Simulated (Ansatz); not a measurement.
# Decaying states in the gap of Rb3H3N2, part 3 of 3

Aim: relax a made-up compound, Rb3H3N2, and see how good a tunnel barrier it would be. It is built by putting Rb for Li in the Li3H3N2 structure of space group Pm, with the volume rescaled by atomic radii. The parent structure comes from the Materials Project.

Ansatz 0.2.0; r2SCAN DFT, plane waves, PAW files (the session's first sound run).

So far, gap on the k-mesh (eV): step 3 (band edges, r2SCAN) 0.432; step 4 (complex bands, plane (100), k-mesh 6×4×4, r2SCAN) 0.432; step 6 (LDA, cutoff 420 eV) 0.0828.

The structure was built from a prototype and need not be the compound's stable phase.

**7. A repeat with changed settings**

This step: r2SCAN DFT, plane waves, PAW files; complex bands by layer matching along the plane's normal; changed: output.transmission.e_range = [-1, 1], output.transmission.de = 0.1 (Ansatz 0.2.0).

This run repeats an earlier one, its twin (the complex run, plane (100)), with two settings changed (output.transmission.e_range, output.transmission.de; files written aside). It is meant to test what the energy window and step decide. Where the input is shown as a difference, that is against the step before, not the twin.

Input file input.yaml:

```yaml
crystal:
  lattice:
    - [4.645539686, 0.0, 0.0]
    - [0.0, 7.250024534, 0.0]
    - [0.0, -0.482956731, 5.355319743]
  atoms:
    - { symbol: Rb, position: [0.0, 0.7760763303, 0.4825359768] }
    - { symbol: Rb, position: [0.5, 0.6993477615, 0.9692827518] }
    - { symbol: Rb, position: [0.0, 0.2810617227, 0.5328610929] }
    - { symbol: H, position: [0.1712621281, 0.0647106182, 0.0127621292] }
    - { symbol: H, position: [0.5, 0.4318713469, 0.3338092779] }
    - { symbol: H, position: [0.8287378719, 0.0647106182, 0.0127621292] }
    - { symbol: "N", position: [0.0, 0.9751938874, 0.0077544074] }
    - { symbol: "N", position: [0.5, 0.5310287147, 0.4862322348] }
kpoints:
  mp_grid: { grid: [6, 4, 4] }
scf:
  occupations: { method: fixed }
hamiltonian:
  xc: r2scan
output:
  eigenvalues: true
  transmission:
    leads: [[0, 0]]
    kpoints: [[0.0, 0.0], [-0.5, 0.0]]
    e_range: [-1, 1]
    de: 0.1
```

The run is started by

```bash
ansatz run input.yaml --threads 2 --pin off --max-ram 4096MiB --backend cpu --events-out ev --progress --plain --runs-dir out
```

Numbers of over 12 decimals in the logs are rounded to 6 here.

The log of the run:

```text
[...]
Crystal: 8 atoms, lattice volume = 180.369 Å³
Basis set: ecut = 500 eV, 4593 PW (Γ), exchange–correlation on 144×216×160 points (64 copies of the dense FFT grid, shifted against one another)
Bands: 28, of which v1, the nominal top of the filled ones, is band 20 counted from 1 (19 counted from 0)
Symmetry: 2 space group operations
[...]
k-points: 40 of 96 (time reversal used)
[...]
SCF iter   1: F=—  HF=-10653.248058 eV  |F-HF|=—  |Δ(HF+E_count)|=         —  Δρ=6.25e-3  dr2=1.14e-1  dr2_τ=2.50e-1  ethr=1.77e-3  ⟨swp⟩=5.0  Hψ=4843  notcnv=0  defer=226
[...]
SCF iter   8: F=-10653.188387 eV  HF=-10653.188387 eV  |F-HF|=5.52e-8  |Δ(HF+E_count)|=   2.21e-7  Δρ=4.73e-6  dr2=5.68e-8  dr2_τ=2.05e-9  ethr=2.50e-10  ⟨swp⟩=11.4  Hψ=7343  notcnv=0
SCF 1 converged in 8 iterations: F = -10653.188387 eV  dr2 = 5.68e-8
[...]
transmission: 10 of 20 steps passed
transmission: 20 of 20 steps passed
SCF converged after 8 iterations
Free energy (F): -10653.188387 eV
[...]
Internal energy: -10653.188387 eV  (E = F + TS)
E sigma→0 (E₀):  -10653.188387 eV
Fermi energy:    3.816822 eV
[...]
--- Band table (eV; the first three rows and the last of 40) ---
  k-point 0: bands = [... 16 lower, 0.2578, 1.9264, 3.4570, 3.7248, 4.2488, 6.4320, 7.6983, 8.5493, ... 4 higher]
  k-point 1: bands = [... 16 lower, 0.2639, 1.8366, 3.4067, 3.7108, 4.8659, 6.4601, 7.5024, 8.2393, ... 4 higher]
  k-point 2: bands = [... 16 lower, 0.2805, 1.7690, 3.4023, 3.6981, 5.7279, 6.2576, 6.9082, 8.1422, ... 4 higher]
  k-point 39: bands = [... 16 lower, 0.3227, 1.8871, 3.6148, 3.7833, 6.3799, 6.6677, 6.6833, 8.5908, ... 4 higher]
--- Transmission ---
  basis      : 355 plane waves across, 10 finite elements along
  points     : 2, as listed
[...]
crystal 0  : Rb3N2H3, at the sites [0, 0], period 5.3553 Å: whole cells are its period
[...]
channels       : 0.000000e0 a spin
[...]
slowest decay  : 0.1500 /Å at (0.0000, 0.0000)
```

Elapsed: 59 s, on 2 threads of Intel Xeon Platinum 8259CL at 2.50GHz (Skylake/Cascade Lake), shared host; peak memory 1.3 GiB; 1.7 min of CPU time.

This step gave:

```yaml
free_energy: -10653.1884 eV
fermi_energy: 3.817 eV
gap_on_the_k_mesh: 0.4320 eV
```

K parallel (0, 0); values up to 1.5 1/Å, a degenerate pair printed once or twice; energies at which all values exceed this have no row. The Im kz of the slowest decaying states by energy, zero at the highest filled level on the SCF mesh:

```csv
energy (eV),decay 1 (Å⁻¹),decay 2 (Å⁻¹),decay 3 (Å⁻¹),decay 4 (Å⁻¹)
-1.000,0.364,0.556,0.766,0.814
-0.900,0.368,0.544,0.752,0.842
-0.800,0.374,0.522,0.741,0.876
-0.700,0.385,0.487,0.731,0.876
-0.600,0.411,0.431,0.723,0.849
-0.500,0.333,0.460,0.716,0.815
-0.400,0.225,0.510,0.708,0.775
-0.300,0.158,0.376,0.546,0.702
-0.200,0.194,0.424,0.570,0.628
-0.100,0.198,0.453,0.587,0.689
0.000,0.190,0.460,0.472,0.598
0.100,0.174,0.487,0.546,0.607
0.200,0.150,0.499,0.588,0.612
0.300,0.116,0.508,0.613,0.616
0.400,0.0585,0.515,0.618,0.629
0.500,0.522,0.619,0.639,0.655
0.600,0.527,0.618,0.645,0.649
0.700,0.531,0.617,0.643,0.649
0.800,0.535,0.614,0.637,0.651
0.900,0.538,0.611,0.631,0.651
1.000,0.541,0.606,0.625,0.650
```

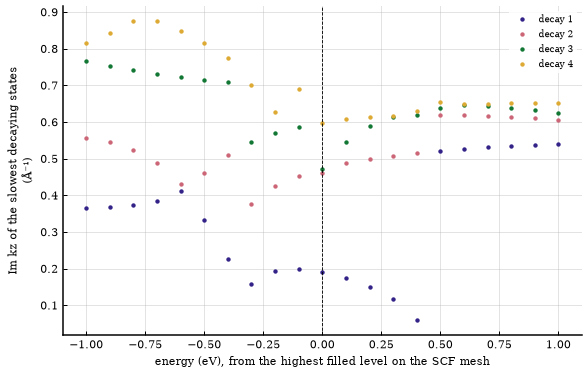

Im kz of the slowest decaying states, plotted against energy.

K parallel (-0.5, 0); values up to 1.5 1/Å, a degenerate pair printed once or twice; energies at which all values exceed this have no row. The Im kz of the slowest decaying states by energy, zero at the highest filled level on the SCF mesh:

```csv
energy (eV),decay 1 (Å⁻¹),decay 2 (Å⁻¹),decay 3 (Å⁻¹),decay 4 (Å⁻¹)
-1.000,0.402,0.654,0.674,0.947
-0.900,0.397,0.637,0.672,0.939
-0.800,0.387,0.619,0.669,0.931
-0.700,0.369,0.600,0.666,0.924
-0.600,0.341,0.577,0.662,0.916
-0.500,0.294,0.552,0.658,0.908
-0.400,0.196,0.522,0.652,0.900
-0.300,0.486,0.645,0.892,0.938
-0.200,0.200,0.436,0.634,0.884
-0.100,0.353,0.433,0.615,0.876
0.000,0.0304,0.292,0.592,0.592
0.100,0.329,0.404,0.609,0.650
0.200,0.387,0.443,0.629,0.683
0.300,0.416,0.464,0.642,0.712
0.400,0.433,0.478,0.646,0.737
0.500,0.443,0.486,0.644,0.677
0.600,0.448,0.492,0.637,0.639
0.700,0.450,0.495,0.606,0.633
0.800,0.449,0.496,0.581,0.627
0.900,0.446,0.496,0.560,0.620
1.000,0.441,0.494,0.540,0.612
```

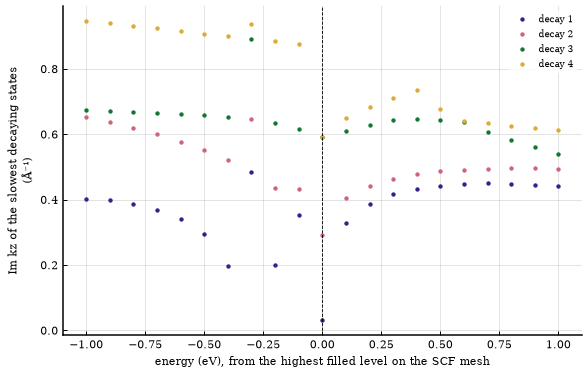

Im kz of the slowest decaying states against energy.

The least decay constant is 0.15 Å⁻¹ against 0.15 Å⁻¹ in the twin: no change within 1 %, at 0.60 times the CPU time.

**8. Summary of results**

| Property | Result |
| --- | --- |
| band gap | 0.432 eV |
| least decay constant at mid-gap, normal to (100) | 0.15 Å⁻¹ |
| least decay constant on a mesh, normal to (100) | 0.144 Å⁻¹ |

What this shows: With r2SCAN, the slowest decay at the wavevectors tried is κ = 0.15 Å⁻¹, normal to (100). Through such a film the transmission near mid-gap falls as exp(−2κd), a factor of ten every 7.7 Å. A free electron under a barrier of half the gap would need a mass of 0.40 mₑ to decay at this rate. The compound is made up by substitution; its stability against other phases and against distortions of the cell's symmetry was not tested. r2SCAN still narrows gaps, if less than LDA and GGA do, so real decay constants are likely larger.

[Logs are printed without paths, hosts, clocks, repeated set-up lines and the standing remarks that a program may print on its own settings, such as how far it seeks lower states.]

[Hosts, paths, dates, database ids (printed as entryN), source tags and the programs' standing remarks are cut or masked in the printed files.]

[New means built here by substitution; the compound itself may be known and measured.]
